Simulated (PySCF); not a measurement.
# UCISD/STO-6G run of NO2 (nitrogen dioxide)

What is the vertical ionisation energy of NO2 (nitrogen dioxide) at UCISD/STO-6G? The job is set up through a Python script.

The calculation is run with PySCF 2.14.0.

17 further runs of the same task are left out: 7 that didn't finish, 10 set aside as unsound or not needed.

## 1. Starting point

NO2: 3 atoms, total charge 0, spin state doublet. SMILES: `[O]N=O`. Geometry: relaxed at PBE0-D4/def2-TZVP.

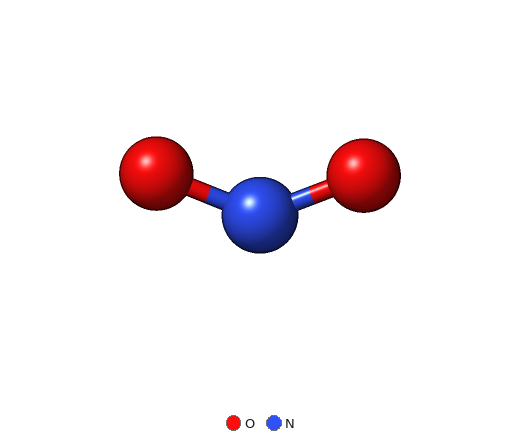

The structure, seen from a chosen angle (oxygen red, nitrogen blue).

## 2. A single-point energy at UCISD/STO-6G

run.py

```python
from pyscf import gto, ci

mol = gto.Mole()
mol.atom = 'O 0.209760 -1.082190 0.000620; N -0.265470 -0.009110 -0.145890; O 0.055690 1.091300 0.145270'
mol.basis = 'sto-6g'
mol.verbose = 3
mol.max_memory = 1860
mol.spin = 1
mol.build()

mf = mol.UHF()
mf.conv_tol = 1e-10
mf.kernel()
if not mf.converged:
    mf = mf.newton().run(mf.mo_coeff, mf.mo_occ)

cisd = ci.CISD(mf, frozen=3)
cisd.kernel()
e_final = cisd.e_tot
print('Final energy', e_final)
```

Started as:

```bash
$ OMP_NUM_THREADS=1 python run.py
```

What it wrote:

```text
converged SCF energy = -203.208383544819  <S^2> = 0.7614076  2S+1 = 2.0113753
E(UCISD) = -203.3966543375413  E_corr = -0.1882707927221106
Final energy -203.3966543375413
```

Run time: 0.95 s. Hardware: 1 thread of Arm Neoverse V1, shared host; peak memory 0.12 GiB.

## 3. The singlet cation, same level

geometry.xyz

```xyz
3

O      0.209760    -1.082190     0.000620
N     -0.265470    -0.009110    -0.145890
O      0.055690     1.091300     0.145270
```

job.py

```python
from pyscf import gto, scf, ci

mol = gto.M(
    atom='geometry.xyz',
    verbose=4,
    spin=0,
    charge=1,
    basis='sto-6g',
    max_memory=1860,
)

calc0 = scf.RHF(mol)
calc0.conv_tol = 1e-10
calc0.kernel()
if not calc0.converged:
    calc0 = calc0.newton().run(calc0.mo_coeff, calc0.mo_occ)

cisd = ci.CISD(calc0, frozen=3)
cisd.kernel()
e_final = cisd.e_tot
print(f'total energy: {e_final:.8f} hartree')
```

Started as:

```bash
$ OMP_NUM_THREADS=1 python job.py
```

What it wrote:

```text
PySCF version 2.14.0

[INPUT] num. atoms = 3
[INPUT] num. electrons = 22
[INPUT] charge = 1
[INPUT] spin (= nelec alpha-beta = 2S) = 0
[INPUT] symmetry False subgroup None
[INPUT] Mole.unit = angstrom
[INPUT] Symbol           X                Y                Z      unit          X                Y                Z       unit  Magmom
[INPUT]  1 O      0.209760000000  -1.082190000000   0.000620000000 AA    0.396388951889  -2.045042714743   0.001171630197 Bohr   0.0
[INPUT]  2 N     -0.265470000000  -0.009110000000  -0.145890000000 AA   -0.501665594288  -0.017215404995  -0.275692144313 Bohr   0.0
[INPUT]  3 O      0.055690000000   1.091300000000   0.145270000000 AA    0.105238847877   2.062258119738   0.274520514116 Bohr   0.0

nuclear repulsion = 65.6205622004729
number of shells = 9
number of NR pGTOs = 90
number of NR cGTOs = 15
basis = sto-6g
ecp = {}

******** <class 'pyscf.scf.hf.RHF'> ********
method = RHF
initial guess = minao
damping factor = 0
level_shift factor = 0
DIIS = <class 'pyscf.scf.diis.CDIIS'>
diis_start_cycle = 1
diis_space = 8
diis_damp = 0
SCF conv_tol = 1e-10
SCF conv_tol_grad = None
SCF max_cycles = 50
direct_scf = True
direct_scf_tol = 1e-13
Set gradient conv threshold to 1e-05
Initial guess from minao.
init E= -204.045776336648
  HOMO = -0.360370693236734  LUMO = -0.0782203294444264  gap/eV = 7.67770
cycle= 1 E= -202.610670059606  delta_E= 1.44  |g|= 0.946  |ddm|=  2.9
  HOMO = -0.784284821654887  LUMO = -0.397607979589622  gap/eV = 10.52201
cycle= 2 E= -202.724023046929  delta_E= -0.113  |g|= 0.689  |ddm|= 1.64
  HOMO = -0.8534964375009  LUMO = -0.362105414814129  gap/eV = 13.37143
cycle= 3 E= -202.845907036426  delta_E= -0.122  |g|= 0.0255  |ddm|= 0.664
  HOMO = -0.853321052590904  LUMO = -0.349527957555913  gap/eV = 13.70891
cycle= 4 E= -202.846299656047  delta_E= -0.000393  |g|= 0.00628  |ddm|= 0.0645
  HOMO = -0.852680905983646  LUMO = -0.350906765881347  gap/eV = 13.65397
cycle= 5 E= -202.846327095227  delta_E= -2.74e-05  |g|= 0.00205  |ddm|= 0.0146
  HOMO = -0.85262405287992  LUMO = -0.350767400297668  gap/eV = 13.65622
cycle= 6 E= -202.846331166882  delta_E= -4.07e-06  |g|= 0.00049  |ddm|= 0.00626
  HOMO = -0.85249995219383  LUMO = -0.350787004462343  gap/eV = 13.65230
cycle= 7 E= -202.846331428111  delta_E= -2.61e-07  |g|= 0.000334  |ddm|= 0.00163
  HOMO = -0.852477468139394  LUMO = -0.350790700406721  gap/eV = 13.65159
cycle= 8 E= -202.846331467227  delta_E= -3.91e-08  |g|= 5.2e-05  |ddm|= 0.000447
  HOMO = -0.852463763540239  LUMO = -0.350792386670142  gap/eV = 13.65117
cycle= 9 E= -202.846331469545  delta_E= -2.32e-09  |g|= 1.06e-05  |ddm|= 0.000142
  HOMO = -0.852461902885362  LUMO = -0.350792667245971  gap/eV = 13.65112
cycle= 10 E= -202.846331469643  delta_E= -9.83e-11  |g|= 2.92e-06  |ddm|= 3.45e-05
  HOMO = -0.852462148065284  LUMO = -0.350792504613713  gap/eV = 13.65113
Extra cycle  E= -202.846331469646  delta_E= -2.96e-12  |g|= 1.23e-06  |ddm|= 4.95e-06
converged SCF energy = -202.846331469646

******** <class 'pyscf.ci.cisd.RCISD'> ********
CISD nocc = 8, nmo = 12
frozen orbitals 3
max_cycle = 50
direct = 0
conv_tol = 1e-09
max_cycle = 50
max_space = 12
lindep = 0
nroots = 1
Init t2, MP2 energy = -0.31366126688081
RCISD converged
E(RCISD) = -203.1011508380527  E_corr = -0.2548193684064279
total energy: -203.10115084 hartree
```

Wall time 0.76 s (1 thread of Arm Neoverse V1, shared host); peak memory 0.1 GiB.

## 4. What came out

At UCISD/STO-6G, 3 core orbitals frozen:

| quantity | value |
| --- | --- |
| doublet NO2: total energy | -203.39665 Eh |
| doublet NO2: dipole moment (Hartree–Fock density) | 0.25 D |
| doublet NO2: HOMO energy (Hartree–Fock orbitals) (highest over α and β) | -9.89 eV |
| doublet NO2: LUMO energy (Hartree–Fock orbitals) (lowest over α and β) | 4.88 eV |
| doublet NO2: correlation energy (3 core orbitals frozen) | -188.3 mEh |
| doublet NO2: ⟨S²⟩ of the reference determinant | 0.761 |
| singlet cation: total energy | -203.10115 Eh |
| singlet cation: HOMO energy (Hartree–Fock orbitals) | -23.20 eV |
| singlet cation: LUMO energy (Hartree–Fock orbitals) | -9.55 eV |
| singlet cation: HOMO–LUMO gap (Hartree–Fock orbitals) | 13.65 eV |
| singlet cation: correlation energy (3 core orbitals frozen) | -254.8 mEh |
| vertical ionisation energy (to the singlet cation) | 8.041 eV |

**Reading.** The vertical ionisation energy comes to 8.04 eV (776 kJ/mol). Only the singlet of the ionised species was computed; a triplet could lie lower. In a minimal basis such a difference can be off by several eV, whatever the method.
